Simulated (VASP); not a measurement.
Band structure of HgS (zinc blende). All values below come from PBE GGA, VASP's PBE PAW potentials (set 64) (plane waves; VASP).

Unless said otherwise, spin-orbit coupling is left out, though it shifts the bands of the heavy elements here.

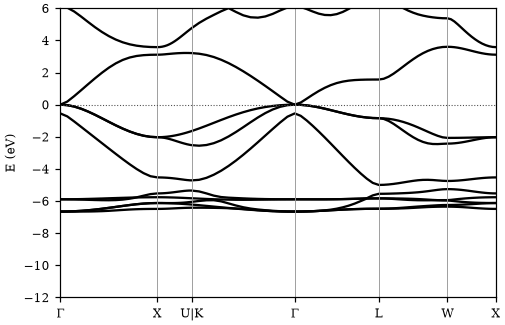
*Bands along high-symmetry lines, zero at the valence-band maximum or, without a gap, the Fermi level*

Q: Read the plot: is there a gap, and where are the band edges?

A: It has no gap at this level: it comes out as a metal or semimetal. (Edges off the drawn lines would not show.)

The compound is HgS in the zinc blende structure, metacinnabar; cinnabar is the stable form. It was relaxed first, which changed the volume by +8 %.
